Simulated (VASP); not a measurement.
Band structure of Ir (space group Fm-3m). These are LDA (Ceperley-Alder, Perdew-Zunger) with spin-orbit coupling, VASP's LDA PAW potentials (set 64) (plane waves; VASP) values and carry that method's errors.

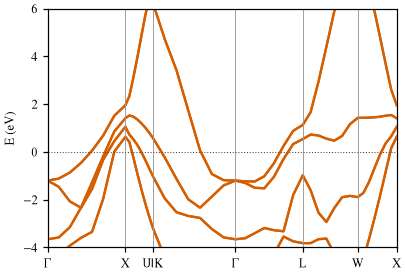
Figure: Bands along high-symmetry lines, zero at the valence-band maximum or, without a gap, the Fermi level

Task: Read the plot: is there a gap, and where are the band edges?

Result: It has no gap at this level: it comes out as a metal or semimetal.

The structure comes from a computed database's Ir entry (Fm-3m); how it stands against other phases isn't given here. It was relaxed first.
